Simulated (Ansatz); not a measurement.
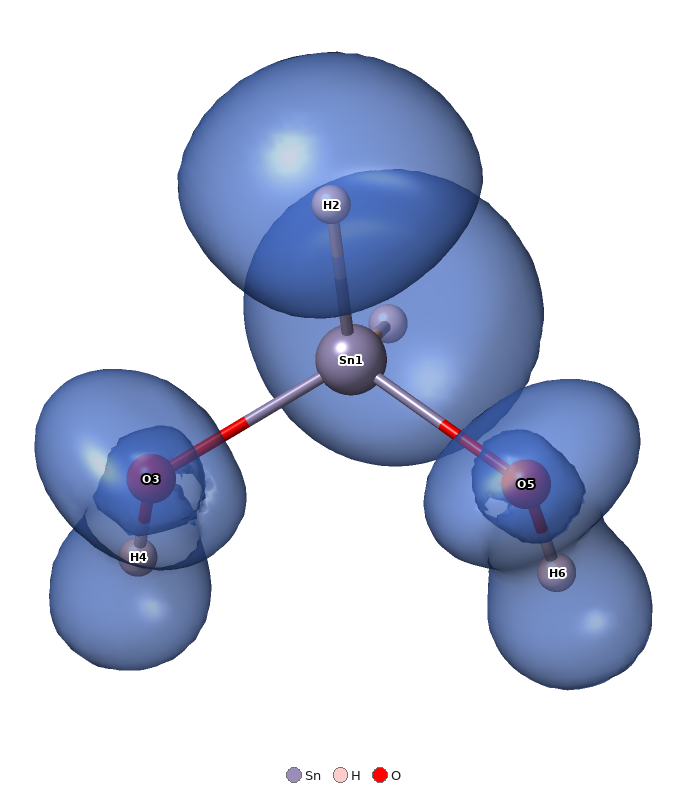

The picture shows: H$_{4}$O$_{2}$Sn. Isosurface of the ELF at 0.75 (blue), seen at an oblique angle. Core shells and regions of very low density are left out.

Core potentials replace the inner electrons of Sn.

The calculation used RKS B3LYP/def2-SVP in Ansatz 0.2.0.

```xyz
7

Sn   -0.0986   -0.1652    0.2284
H     0.0087    0.0692    1.9114
O     1.7900   -0.1420   -0.4187
H     1.8861   -0.4554   -1.3285
O    -1.0570    1.4536   -0.4377
H    -1.2575    1.4209   -1.3832
H    -0.8825   -1.5848   -0.3609
```

### Describe the localisation domains.

The ELF exceeds this value in two regions around hydrogen nuclei and two joined regions spread over several atoms (H, O), in which their bonds and any lone pairs are merged.

Values along the shortest contacts:
Sn–O (2.00 Å): the ELF peaks at about 0.85 in the valence shell of O, 0.6 Å from its nucleus, and drops to about 0.10 between the two atoms. O–H (0.97 Å): the ELF climbs to about 1 towards the hydrogen, as it does in any bond to H (an ordinary covalent bond to hydrogen).
